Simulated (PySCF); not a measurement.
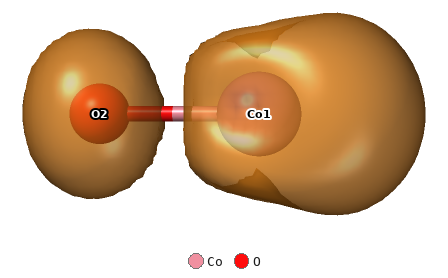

The picture shows: CoO (charge −1, quintet). Isosurfaces of the spin density at +0.05 (orange) and −0.05 e/Å³ (purple), seen from one side.

All numbers below come from PBE0/def2-TZVPPD, non-relativistic Hamiltonian with scalar-relativistic core potentials where named, at a bond length of 1.674 Å in PySCF 2.14.0.

```xyz
2

Co    0.0000    0.0000   -0.3573
O     0.0000    0.0000    1.3167
```

**Describe the spin distribution.**

The unpaired spin (4 electrons) lies mostly on Co1 (about 3.3) and O2 (about 0.7), in electrons by Hirshfeld's partition. Only one sign reaches the isovalue.
